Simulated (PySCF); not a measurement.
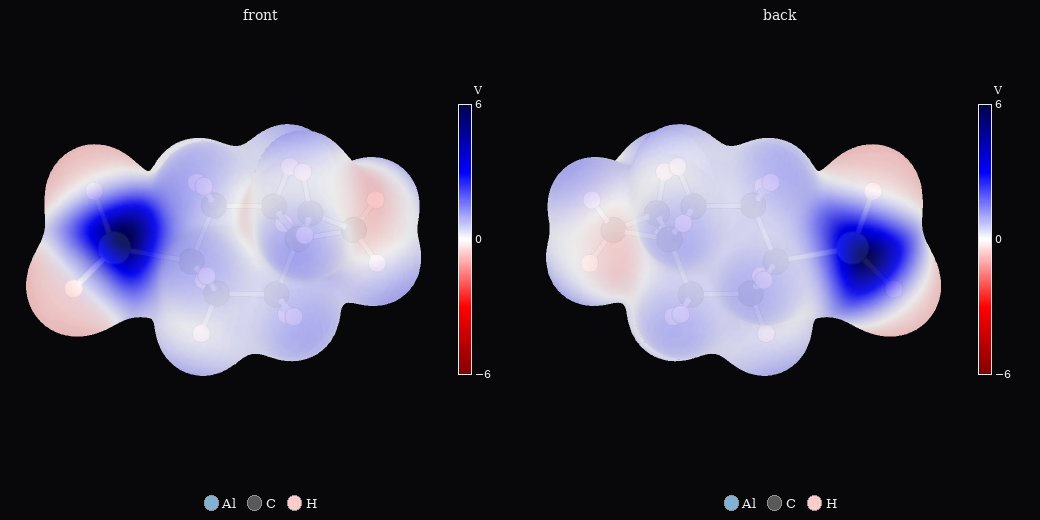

The picture shows: C₈H₁₅Al (SMILES [AlH2][CH]1CCC2(CC1)CC2). The molecular electrostatic potential painted on the density surface at 0.004 e/bohr³, seen from the front and from behind; the colour scale runs from red (negative) to blue (positive).

Geometry: GFN2-xTB.

Level of theory: PySCF, PBE0/pcSseg-1, SCF density, gas phase, non-relativistic.

The calculation's input:

```
{"job": {"kind": "nmr", "xc": "PBE0", "basis": "pcSseg-1"}, "charge": 0, "multiplicity": 1}
Al     3.422320     0.218104    -0.110762
C      1.596763    -0.535557     0.253580
C      0.794646    -0.840939    -1.022406
C     -0.653794    -1.191043    -0.676230
C     -1.291587    -0.058227     0.101410
C     -0.527506     0.273140     1.366948
C      0.920740     0.616131     1.022086
C     -2.784280     0.085138     0.093244
C     -1.931213     1.063329    -0.662514
H      3.855386     1.493296     0.661587
H      4.428393    -0.307371    -1.166340
H      1.532014    -1.433859     0.890248
H      0.803784     0.036592    -1.678863
H      1.257213    -1.667695    -1.569198
H     -1.222242    -1.386530    -1.588174
H     -0.669941    -2.101167    -0.068741
H     -1.002894     1.108155     1.886675
H     -0.543631    -0.592739     2.035983
H      0.939646     1.523418     0.403814
H      1.486540     0.836740     1.936186
H     -3.366553    -0.627037    -0.472007
H     -3.273177     0.424555     0.994161
H     -1.844749     2.068050    -0.276173
H     -1.937612     1.015281    -1.741288
```

Run with:

```sh
OMP_NUM_THREADS=1 python probes_run.py task.json out
```

### Describe the electrostatic potential map.

The most negative region (about −0.6 V) lies over C8, C9, H10 and H11, the most positive (about +5.5 V) over Al1.
